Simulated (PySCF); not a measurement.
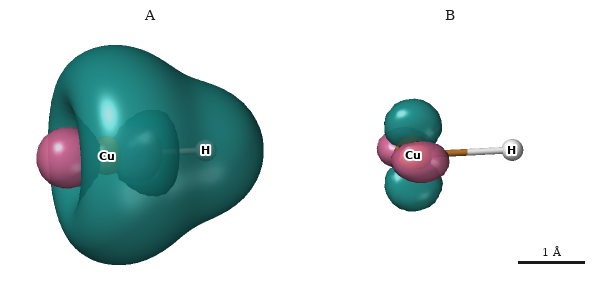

*CuH (charge −1, doublet). Two frontier β-spin orbitals, each drawn at the value that holds 80 % of its norm (teal and pink are the two phases), in no order; of a degenerate pair one member is drawn.*

The calculation used PBE0/def2-TZVPPD, non-relativistic Hamiltonian with scalar-relativistic core potentials where named, at a bond length of 1.567 Å in PySCF.

### Label each orbital by symmetry, say whether it is occupied, and order them by energy.

Orbital B: δ, occupied in this spin, −1.73 eV; almost wholly on Cu.
Orbital A: σ, occupied in this spin, −0.80 eV; mainly on Cu (85 %).
